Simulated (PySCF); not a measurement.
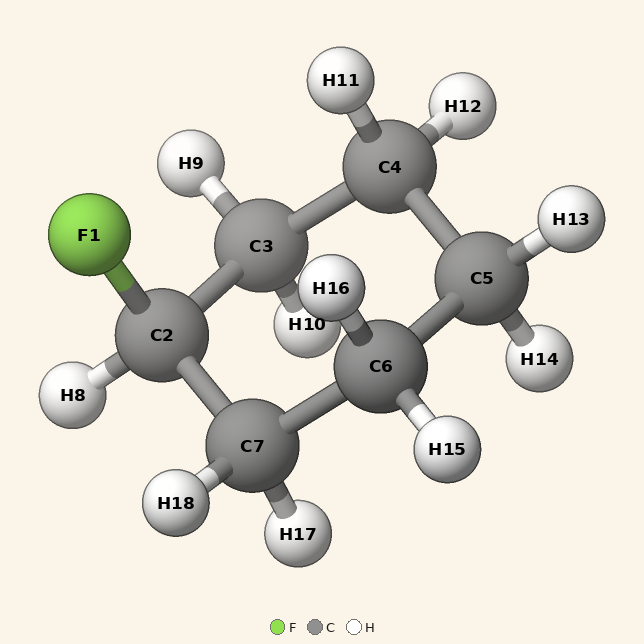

Computed geometry: PBE0-D3(BJ)/def2-SVP optimisation. No frequency run is at hand to confirm it as a minimum. Method: TDDFT B3LYP/def2-SVPD, vertical, gas phase, core orbitals frozen in the response (PySCF 2.14.0), and the same with a continuum solvent (IEF-PCM, Bondi radii x 1.2, gas-phase geometry).

How do dipole (D), HOMO–LUMO gap (eV), lowest singlet (eV) change in cyclohexane (ε = 2.0), chloroform (ε = 4.7)?

| medium | dipole (D) | HOMO–LUMO gap (eV) | lowest singlet (eV) |
| --- | --- | --- | --- |
| gas phase | 1.80 | 8.66 | 7.77 |
| cyclohexane | 2.02 | 8.68 | 7.78 |
| chloroform | 2.23 | 8.69 | 7.79 |
